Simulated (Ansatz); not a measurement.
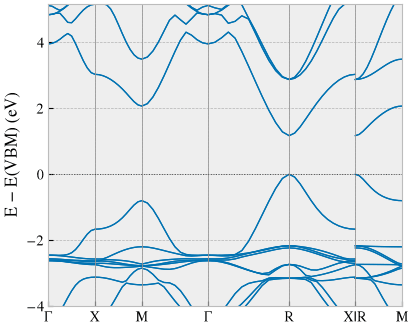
Band structure from r²SCAN with spin–orbit coupling (plane waves, PAW; program Ansatz)

Task: Read off the gap and where the band edges lie.

Result: About 1.2 eV (1.17 eV by a search for the band edges); maximum at R, minimum at R.

The material is CsPbCl₃ (cubic perovskite, Pm-3m).

This is a known high-temperature phase of the composition, computed here at zero pressure and temperature. The cell was relaxed with r²SCAN under the symmetry of its start; its stability against distortions is not shown here.

Potentials: the later of the program's two PAW sets.
